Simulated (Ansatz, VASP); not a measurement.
# Zn2Se: VASP beside Ansatz

One calculation is typed for both programs; each brings its own data sets and cutoff. How far apart do they land? The cell is invented: As first built, before any earlier steps moved the atoms: it takes the Cu2Se structure with some of its atoms replaced by other elements, volume scaled by an estimate. It may not be a known or stable phase. The cell comes out of the VASP series on this material, whose earlier steps may have relaxed, scaled or displaced it; both programs get it as it stands.

Program: Ansatz 0.2.0. Level of theory: plane waves, with VASP 6.6.1 beside it; relaxation of cell and atoms at PBE. Results are calculated unless marked as measured.

## 1. The structure

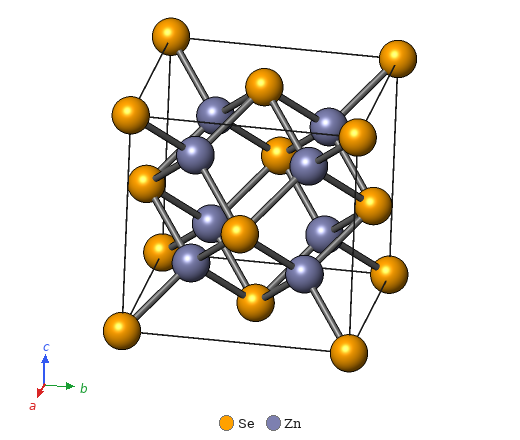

Start, viewed slightly off an axis; selenium orange, zinc blue. This picture shows the conventional cell, with its axes. Some periodic images of atoms are drawn too.

As a file:

```cif
data_structure
_symmetry_space_group_name_H-M 'Fm-3m'
_symmetry_Int_Tables_number 225
_cell_length_a 6.4022
_cell_length_b 6.4022
_cell_length_c 6.4022
_cell_angle_alpha 90.000
_cell_angle_beta 90.000
_cell_angle_gamma 90.000
_cell_volume 262.41
loop_
_atom_site_label
_atom_site_type_symbol
_atom_site_symmetry_multiplicity
_atom_site_Wyckoff_symbol
_atom_site_fract_x
_atom_site_fract_y
_atom_site_fract_z
_atom_site_occupancy
Se1 Se 4 a 0.00000 0.00000 0.00000 1
Zn1 Zn 8 c 0.25000 0.25000 0.75000 1
```

## 2. VASP: relaxation of cell and atoms, PBE

The relaxed volume is the usual yardstick between codes: its relative difference is about their pressure difference at one cell divided by the bulk modulus.

Lines of VASP's logs that name or quote its potential files are left out, and so is its time.

Input file INCAR:

```
SYSTEM = Zn2Se
PREC = Accurate
ENCUT = 350
EDIFF = 1E-08
NELM = 120
ISMEAR = 1
SIGMA = 0.2
LREAL = .FALSE.
ALGO = Fast
GGA = PE
NBANDS = 21
LORBIT = 11
LWAVE = .FALSE.
LCHARG = .FALSE.
KPAR = 4
IBRION = 1
NSW = 30
ISIF = 3
EDIFFG = -0.002
POTIM = 0.4
```

Input file POSCAR:

```
Zn2Se
1.0
    0.0000000000      3.2010780896      3.2010780896
    3.2010780896      0.0000000000      3.2010780896
    3.2010780896      3.2010780896      0.0000000000
Se Zn
1 2
Direct
    0.0000000000      0.0000000000      0.0000000000
    0.7500000000      0.7500000000      0.7500000000
    0.2500000000      0.2500000000      0.2500000000
```

Input file KPOINTS:

```
Automatic mesh
0
Gamma
9 9 9
0 0 0
```

Potentials, in the order of the species: Se and Zn (PBE family, release 64).

On the command line:

```bash
mpirun -np 4 vasp_std
```

Numbers of over 12 decimals in the logs are rounded to 6 here.

The log of the run:

```text
[banner, memory and clock lines left out]
running    4 mpi-ranks, on    1 nodes
 distrk:  each k-point on    1 cores,    4 groups
 distr:  one band on    1 cores,    1 groups

 POSCAR found type information on POSCAR SeZn
 POSCAR found :  2 types and       3 ions
 LDA part: xc-table for (Slater+PW92), standard interpolation
 POSCAR, INCAR and KPOINTS ok, starting setup
 FFT: planning ... GRIDC
 FFT: planning ... GRID_SOFT
 FFT: planning ... GRID
 WAVECAR not read
 entering main loop
       N       E                     dE             d eps       ncg     rms          rms(c)
DAV:   1     0.134218219598E+03    0.13422E+03   -0.11602E+04  1470   0.136E+03
DAV:   2     0.275663080447E+01   -0.13146E+03   -0.12664E+03  1525   0.278E+02
DAV:   3    -0.557314615090E+01   -0.83298E+01   -0.82229E+01  1710   0.739E+01
DAV:   4    -0.568714116503E+01   -0.11400E+00   -0.11357E+00  1595   0.857E+00
DAV:   5    -0.568779708480E+01   -0.65592E-03   -0.65588E-03  1675   0.590E-01    0.586E+00
RMM:   6    -0.547601156615E+01    0.21179E+00   -0.57824E-01  1470   0.690E+00    0.368E+00
RMM:   7    -0.546553408903E+01    0.10477E-01   -0.78463E-02  1470   0.276E+00    0.149E+00
RMM:   8    -0.546448385338E+01    0.10502E-02   -0.11590E-02  1470   0.764E-01    0.459E-01
RMM:   9    -0.546425557482E+01    0.22828E-03   -0.28572E-03  1470   0.531E-01    0.894E-02
RMM:  10    -0.546430176619E+01   -0.46191E-04   -0.67202E-04  1471   0.253E-01    0.475E-02
RMM:  11    -0.546431970854E+01   -0.17942E-04   -0.18462E-04  1470   0.147E-01    0.453E-03
RMM:  12    -0.546432251389E+01   -0.28054E-05   -0.23293E-05  1471   0.408E-02    0.114E-02
RMM:  13    -0.546432245810E+01    0.55795E-07   -0.86369E-06  1472   0.312E-02    0.210E-03
RMM:  14    -0.546432249870E+01   -0.40604E-07   -0.11787E-06  1471   0.102E-02    0.115E-03
RMM:  15    -0.546432252672E+01   -0.28019E-07   -0.29021E-07  1453   0.523E-03    0.238E-04
RMM:  16    -0.546432252137E+01    0.53478E-08   -0.73398E-08  1298   0.239E-03
   1 F= -.54643225E+01 E0= -.54636295E+01  d E =-.546432E+01
[...]
2 F= -.54651433E+01 E0= -.54644152E+01  d E =-.820780E-03
[...]
3 F= -.54652367E+01 E0= -.54644911E+01  d E =-.933715E-04
 BRION: g(F)=  0.122E-43 g(S)=  0.158E-05 retain N=  1 mean eig= 1.64
 eig:   1.639
 bond charge predicted
       N       E                     dE             d eps       ncg     rms          rms(c)
DAV:   1    -0.546529600089E+01   -0.59324E-04   -0.76510E-04  1770   0.447E-01    0.554E-02
RMM:   2    -0.546524375459E+01    0.52246E-04   -0.20815E-04  1471   0.167E-01    0.186E-02
RMM:   3    -0.546523820893E+01    0.55457E-05   -0.51501E-06  1471   0.189E-02    0.947E-03
RMM:   4    -0.546523638670E+01    0.18222E-05   -0.17078E-06  1470   0.960E-03    0.314E-03
RMM:   5    -0.546523614505E+01    0.24165E-06   -0.50853E-07  1470   0.885E-03    0.117E-03
RMM:   6    -0.546523616091E+01   -0.15861E-07   -0.10339E-07  1402   0.306E-03    0.309E-04
RMM:   7    -0.546523621804E+01   -0.57126E-07   -0.14110E-08   898   0.122E-03    0.234E-04
RMM:   8    -0.546523621749E+01    0.55024E-09   -0.93631E-09   813   0.990E-04
   4 F= -.54652362E+01 E0= -.54644884E+01  d E =0.455703E-06
 BRION: g(F)=  0.426E-43 g(S)=  0.761E-06 retain N=  1 mean eig= 0.97
 eig:   0.967
 reached required accuracy - stopping structural energy minimisation
```

From OUTCAR (step 2):

```text
ion  position               nearest neighbor table
   1  0.000  0.000  0.000-   2 2.77   2 2.77   2 2.77   2 2.77   3 2.77   3 2.77   3 2.77   3 2.77

  LATTYP: Found a face centered cubic cell.
 ALAT       =     6.4021561792

 Subroutine GETGRP returns: Found 48 space group operations
 (whereof 48 operations were pure point group operations)

The static configuration has the point symmetry O_h .

 Found     35 irreducible k-points:

   k-points           NKPTS =     35   k-points in BZ     NKDIM =     35   number of bands    NBANDS=     21

   dimension x,y,z NGX =    28 NGY =   28 NGZ =   28
   dimension x,y,z NGXF=    56 NGYF=   56 NGZF=   56

   ENCUT  =  350.0 eV  25.72 Ry    5.07 a.u.   6.91  6.91  6.91*2*pi/ulx,y,z

   NELECT =      30.0000    total number of electrons

 k-points in reciprocal lattice and weights: Automatic mesh
   0.00000000  0.00000000  0.00000000       0.001
   0.11111111  0.00000000  0.00000000       0.011
   0.22222222  0.00000000  0.00000000       0.011
   0.33333333  0.00000000  0.00000000       0.011
   0.44444444  0.00000000  0.00000000       0.011
   0.11111111  0.11111111  0.00000000       0.008
   0.22222222  0.11111111  0.00000000       0.033
   0.33333333  0.11111111  0.00000000       0.033
   0.44444444  0.11111111  0.00000000       0.033
[...]
-0.33333333  0.44444444  0.11111111       0.033
  -0.33333333  0.44444444  0.22222222       0.033

 average (electrostatic) potential at core
       1 -56.7952       2 -37.0589       3 -37.0589

 E-fermi :   2.6231

 k-point     1 :       0.0000    0.0000    0.0000
  band No.  band energies     occupation
    ...
     11      -4.2716      2.00000
     12      -0.8350      2.00000
     13       0.1571      2.00000
     14       0.1571      2.00000
     15       0.1571      2.00000
     16       4.3171     -0.00000
     17       4.3171     -0.00000
     18       4.3171     -0.00000
     19       4.4329     -0.00000
     20       9.5831      0.00000
    ...

 k-point     2 :       0.1111    0.0000    0.0000
  band No.  band energies     occupation
    ...
     11      -4.2887      2.00000
     12      -1.4557      2.00000
     13       0.0632      2.00000
     14       0.0632      2.00000
     15       0.6082      2.00000
     16       3.3258     -0.00001
     17       4.5091     -0.00000
     18       4.5091     -0.00000
     19       5.9229     -0.00000
     20       8.7180      0.00000
    ...

 k-point     3 :       0.2222    0.0000    0.0000
  band No.  band energies     occupation
    ...
     11      -4.3369      2.00000
     12      -2.3909      2.00000
     13      -0.1441      2.00000
     14      -0.1440      2.00000
     15       0.7203      2.00000
     16       3.4535     -0.00000
     17       4.8967     -0.00000
     18       4.8967     -0.00000
     19       7.0697      0.00000
     20       8.1973      0.00000
    ...

  Total       -0.0044400     -0.0044400     -0.0044400      0.0000000      0.0000000     -0.0000000
  in kB       -0.1072894     -0.1072894     -0.1072894      0.0000000      0.0000000     -0.0000000
  external PRESSURE =      -0.1072894 kB  Pullay stress =       0.0000000 kB

  energy-cutoff  :      350.00
  volume of cell :       66.30
      direct lattice vectors                 reciprocal lattice vectors
    -0.000000000  3.212442117  3.212442117    -0.155644828  0.155644828  0.155644828
     3.212442117 -0.000000000  3.212442117     0.155644828 -0.155644828  0.155644828
     3.212442117  3.212442117 -0.000000000     0.155644828  0.155644828 -0.155644828

 POSITION                                       TOTAL-FORCE (eV/Angst)
 -----------------------------------------------------------------------------------
      0.00000     -0.00000      0.00000        -0.000000     -0.000000     -0.000000
      4.81866      4.81866      4.81866         0.000000      0.000000      0.000000
      1.60622      1.60622      1.60622        -0.000000     -0.000000     -0.000000
 -----------------------------------------------------------------------------------
    total drift:                                0.000000      0.000000      0.000000

  FREE ENERGIE OF THE ION-ELECTRON SYSTEM (eV)
  ---------------------------------------------------
  free  energy   TOTEN  =        -5.4652362175 eV

  energy  without entropy=       -5.4629927527  energy(sigma->0) =       -5.46448840

 reached required accuracy - stopping structural energy minimisation

 total charge
# of ion       s       p       d       tot
------------------------------------------
    1        1.518   2.185   0.049   3.751
    2        0.655   0.233   9.743  10.631
    3        0.655   0.233   9.743  10.631
--------------------------------------------------
tot          2.827   2.650  19.536  25.013

[... 3 further parts left out ...]
```

CONTCAR:

```
Zn2Se
   1.00000000000000
    -0.0000000000000000    3.2124421170304442    3.2124421170304442
     3.2124421170304442   -0.0000000000000000    3.2124421170304442
     3.2124421170304442    3.2124421170304442   -0.0000000000000000
  Se              Zn
     1     2
Direct
    -0.0000000000000000    0.0000000000000000   -0.0000000000000000
     0.7500000000000000    0.7500000000000000    0.7500000000000000
     0.2500000000000000    0.2500000000000000    0.2500000000000000
```

## 3. Ansatz: relaxation of cell and atoms, PBE

Ansatz runs on its default PAW (the set named soft_2) files.

The same cell, functional, mesh and smearing now go to Ansatz, which takes its cutoff from its data sets.

Input file input.yaml:

```yaml
crystal:
  lattice:
    - [0.0, 3.2010780896, 3.2010780896]
    - [3.2010780896, 0.0, 3.2010780896]
    - [3.2010780896, 3.2010780896, 0.0]
  atoms:
    - { symbol: Se, position: [0.0, 0.0, 0.0] }
    - { symbol: Zn, position: [0.75, 0.75, 0.75] }
    - { symbol: Zn, position: [0.25, 0.25, 0.25] }
hamiltonian:
  xc: pbe
  pseudopotentials: { kind: paw }
kpoints:
  mp_grid: { grid: [9, 9, 9] }
scf:
  occupations: { method: methfessel_paxton, width: 0.2 }
relax:
  f_tol: 0.01
  max_steps: 60
  cell: { stress_tol: 0.05 }
output:
  forces: true
  stress: true
  write_density: true
  write_potential: true
  elf: true
  volumetric_format: npy
```

On the command line:

```bash
ansatz run input.yaml --threads 4 --pin off --max-ram 9216MiB --backend cpu --events-out ev --progress --plain --runs-dir out
```

The log of the run:

```text
Engine: ansatz 0.2.0, aarch64-unknown-linux-gnu
Pseudopotentials: kind: paw
Pseudopotential: Se, paw, valence charge 16, recommended cutoff 420 eV (normal), Se.paw.azcp
Pseudopotential: Zn, paw, valence charge 12, recommended cutoff 420 eV (normal), Zn.paw.azcp
Functional definition: PBE
  parameter kappa = 0.804
  parameter beta = 0.066725
  exchange = pbe_x(kappa = kappa, mu = beta*pi^2/3)
  correlation = pbe_c(beta = beta)
Crystal: 3 atoms, lattice volume = 65.602 Å³
Basis set: ecut = 420 eV, 1243 PW (Γ), exchange–correlation on 64×64×64 points (8 copies of the dense FFT grid, shifted against one another)
Bands: 24, of which v1, the nominal top of the filled ones, is band 20 counted from 1 (19 counted from 0)
Symmetry: 48 space group operations
Space group: Fm-3m (ITA 225), of the structure as read, at distance tolerance 4.0e-5 Å
k-points: 35 of 729
Non-local potential: Se, projectors of the file, l = 0: 2, l = 1: 2, l = 2: 3, l = 3: 1
Non-local potential: Zn, projectors of the file, l = 0: 2, l = 1: 2, l = 2: 3, l = 3: 1
PAW form: soft (Blöchl's): semilocal exchange-correlation on the pseudo side does not see the compensation charge
PAW one-centre angular grid: Se, 590 points (default); XC on 64 Gauss nodes
PAW one-centre angular grid: Zn, 590 points (default); XC on 64 Gauss nodes
Initial density: superposition of atomic densities (neutral atoms: chi_scale 0, normalization atom), corrected by the library's trained network
Initial wavefunctions: pseudopotential atomic-orbital guess
Functional: x = pbe(κ = 0.804, μ = 0.219515), c = pbe(β = 0.066725)
SCF iter   1: F=—  HF=-12106.884269 eV  |F-HF|=—  |Δ(HF+E_count)|=         —  Δρ=3.68e-3  dr2=1.91e-2  ethr=1.77e-3  ⟨swp⟩=5.1  Hψ=3664  notcnv=0
preconditioner: auto → LDOS  [metal: Δε(μ)=0.112 eV  Ē_g=9.630 eV  σ=0.200 eV  W_gap=0.43  n_scr=14 (ndim 8)  ℏωp=25.1 eV  f_vac=0.068  D(μ)=1.30/eV (n_scr^D=8)  β→1.0]
SCF iter   2: F=—  HF=-12106.879823 eV  |F-HF|=—  |Δ(HF+E_count)|=   4.45e-3  S|Δr|=    0.00e0  Δρ=9.45e-4  dr2=5.32e-4  ethr=4.78e-5  ⟨swp⟩=2.3  Hψ=1375  notcnv=0
SCF iter   3: F=—  HF=-12106.880631 eV  |F-HF|=—  |Δ(HF+E_count)|=   8.07e-4  S|Δr|=    0.00e0  Δρ=2.02e-3  dr2=1.49e-3  ethr=1.33e-6  ⟨swp⟩=2.0  Hψ=1552  notcnv=0
SCF iter   4: F=—  HF=-12106.879725 eV  |F-HF|=—  |Δ(HF+E_count)|=   9.06e-4  S|Δr|=    0.00e0  Δρ=2.70e-4  dr2=3.63e-5  ethr=1.33e-6  ⟨swp⟩=2.1  Hψ=1523  notcnv=0
SCF iter   5: F=—  HF=-12106.879713 eV  |F-HF|=—  |Δ(HF+E_count)|=   1.20e-5  S|Δr|=    0.00e0  Δρ=6.63e-5  dr2=3.95e-6  ethr=9.08e-8  ⟨swp⟩=2.0  Hψ=1545  notcnv=0
SCF iter   6: F=—  HF=-12106.879714 eV  |F-HF|=—  |Δ(HF+E_count)|=   1.30e-6  S|Δr|=    0.00e0  Δρ=1.49e-5  dr2=2.80e-7  ethr=9.88e-9  ⟨swp⟩=2.0  Hψ=1510  notcnv=0
SCF iter   7: F=-12106.879715 eV  HF=-12106.879715 eV  |F-HF|=1.82e-10  |Δ(HF+E_count)|=   1.86e-7  S|Δr|=    0.00e0  Δρ=1.71e-6  dr2=4.09e-9  ethr=2.50e-10  ⟨swp⟩=8.3  Hψ=5914  notcnv=0
SCF 1 converged in 7 iterations: F = -12106.879715 eV  dr2 = 4.09e-9
  Residual-converged pass: ⟨swp⟩=1.0  Hψ=981  notcnv=0  max |occ|·‖R‖ = 6.8e-9 eV (tolerance 1.0e-8 eV)  dr2=4.09e-9  dr2_onsite=1.64e-9  max |Δocc| = 1.3e-10
  greatest PAW one-centre occupation: 1.000 electrons in one spin orbital (limit 2), on the Se atom at site 0 (counted from 0), in its partial waves of l = 2
relax step   1: F+E_penalty+E_count = -12106.87971460 eV  Δ(F+E_penalty+E_count) = +0.000e0 eV  max|allowed force component| = 3.759e-17 eV/Å  Δτ_max = 0.0000 Å  P = +0.575 GPa  Ω = 65.602 Å³  (7 SCF iters, dr2 threshold 1.00e-7 eV, accepted)
[...]
relax step   2: F+E_penalty+E_count = -12106.88104325 eV  Δ(F+E_penalty+E_count) = -1.329e-3 eV  max|allowed force component| = 1.295e-16 eV/Å  Δτ_max = 0.0000 Å  P = +0.007 GPa  Ω = 66.490 Å³  energy of the carried Pulay correction = -2.623e-4 eV  (5 SCF iters, dr2 threshold 3.00e-7 eV, accepted)
[...]
relax step   3: F+E_penalty+E_count = -12106.88130602 eV  Δ(F+E_penalty+E_count) = -2.628e-4 eV  max|allowed force component| = 9.252e-17 eV/Å  Δτ_max = 0.0000 Å  P = +0.005 GPa  Ω = 66.490 Å³  stress off target by 5.10e-3 GPa  SCF on the basis re-selected at this cell (its energy is not comparable with the rows above)  (7 SCF iters)
basis re-selected at this cell: Δ(F+E_penalty+E_count) = -2.628e-4 eV, ΔP = -0.002 GPa vs the last step (what re-selecting the basis moved, of the pressure what is left beyond the Pulay correction that the steps carried, after the strain that the cell walked since its last selection, with what the two solves' SCF thresholds leave and, on support functions, any second-order correction that the steps lacked; it is no m [...]
SCF converged after 7 iterations
Stability not checked: this state was not tested for a lower state beside it, because cold or Methfessel-Paxton smearing, or corrected tetrahedra, fill the levels in a way that the test cannot read (fill_not_monotonic; see scf.lower_state_search)
Free energy (F): -12106.881306 eV
Harris-Foulkes:  -12106.881306 eV  (|F-HF|=2.55e-11)
Internal energy: -12106.878990 eV  (E = F + TS)
E sigma→0 (E₀):  -12106.880727 eV
Entropy (-TS):   -0.002317 eV (-0.772 meV/atom)
Fermi energy:    7.957145 eV
--- Per-component energies (eV) ---
  E_band       = -369.341195
  E_kinetic    = 377.397152
  E_local      = -6074.881337  (includes V_loc(G=0)·N_el)
  E_nonlocal   = 632.089908
  E_hartree    = 2734.657604
  E_xc         = -376.611493
  E_vxc        = -199.142752  (∫ρ·V_xc dr)
  E_paw        = -5566.259168  (= ΣΔE_a)
  E_vpaw       = -574.118143  (= ΣTr[D̂ρ^β])
  E_aug_tail   = -0.001264  (compensation charges beyond the density's cutoff)
  E_ewald      = -3833.270392
  E_smearing   = -0.002317  (= −TS)
  E_closure    = -0.000000  (closes the sum)
  Σ components = -12106.881306   (vs F -12106.881306, Δ=0.00e0)
--- Forces (eV/Å), atoms counted from 1 ---
  atom   1  Se     0.00000000    -0.00000000    -0.00000000
  atom   2  Zn     0.00000000    -0.00000000     0.00000000
  atom   3  Zn    -0.00000000    -0.00000000    -0.00000000
  max |Σ_I F_I| component: 1.08e-16 eV/Å
--- Stress (GPa, compression-positive) ---
        0.005104      -0.000000      -0.000000
       -0.000000       0.005104      -0.000000
       -0.000000      -0.000000       0.005104
  P = ⅓ Tr σ = 0.0051 GPa (0.051 kbar)
--- Band table (eV; the first three rows and the last of 35) ---
  k-point 0: bands = [... 16 lower, 4.4982, 5.4926, 5.4926, 5.4926, 9.6591, 9.6591, 9.6591, 9.7592]
  k-point 1: bands = [... 16 lower, 3.8809, 5.3993, 5.3993, 5.9421, 8.6597, 9.8503, 9.8503, 11.2539]
  k-point 2: bands = [... 16 lower, 2.9493, 5.1934, 5.1934, 6.0562, 8.7814, 10.2369, 10.2369, 12.3983]
  k-point 34: bands = [... 16 lower, 2.2598, 2.6127, 3.5993, 8.6402, 9.0554, 9.8501, 10.9178, 13.8031]
--- Relaxed structure (2 steps of the walk, 2 accepted, 1 SCFs on fresh bases) ---
  F+E_penalty+E_count = -12106.88130602 eV   max|allowed force component| = 9.252e-17 eV/Å   (the final SCF, on the basis selected at the relaxed cell)
  cell:  # Å, volume = 66.4903 Å³
    - [0.0, 3.215458, 3.215458]
    - [3.215458, 0, 3.215458]
    - [3.215458, 3.215458, 0]
  atoms:
    - { symbol: Se, position: [0, 0, 0] }
    - { symbol: Zn, position: [0.750000, 0.750000, 0.750000] }
    - { symbol: Zn, position: [0.250000, 0.250000, 0.250000] }
```

Wall time 7.7 s (4 threads of Arm Neoverse V1, shared host); peak memory 0.41 GiB; 16 s of CPU time.

## 4. Differences

Known differences besides the PAW data sets themselves: both relaxations stop at a tolerance, which leaves soft axes loose, and VASP keeps its plane-wave basis; the data sets hold 40 valence electrons in Ansatz (default PAW (the set named soft_2) files) and 30 in VASP; the cutoff is 420 eV in Ansatz and 350 eV in VASP; VASP leaves aspherical gradient terms in its spheres out (LASPH is not set), Ansatz keeps them; Ansatz adds a Pulay correction to the stress that steers its cell, VASP none. Total energies have different zeros and are not compared.

Both answers:

```
                                         quantity  Ansatz   VASP  difference
                                      volume (Å³)   66.49  66.30     +0.28 %
edge a after relaxation, in the typed setting (Å)   4.547  4.543     +0.09 %
```

The walks stopped with 0.01 GPa left in Ansatz and -0.01 GPa in VASP; each walk ends within a tolerance, so the volume difference is uncertain by about these residues over the bulk modulus, most in soft cells.

## 5. What came out

| Quantity | Value |
| --- | --- |
| difference in volume (relaxation of cell and atoms, PBE) | 0.28 % |

The difference in volume is 0.28 % (relaxation of cell and atoms, PBE), within the 1.2 % picked in this series as the mark of a large difference, as far as the stopping tolerances let one tell. How closely two codes agree says nothing of how well the functional describes the real material.

[Lines on the potential files, build, host, timing and source positions are cut from VASP's logs without a mark.]

[Logs are printed without paths, hosts, clocks, repeated set-up lines and the standing remarks that a program may print on its own settings, such as how far it seeks lower states.]

[Hosts, paths, dates, database ids (printed as entryN), source tags and the programs' standing remarks are cut or masked in the printed files.]
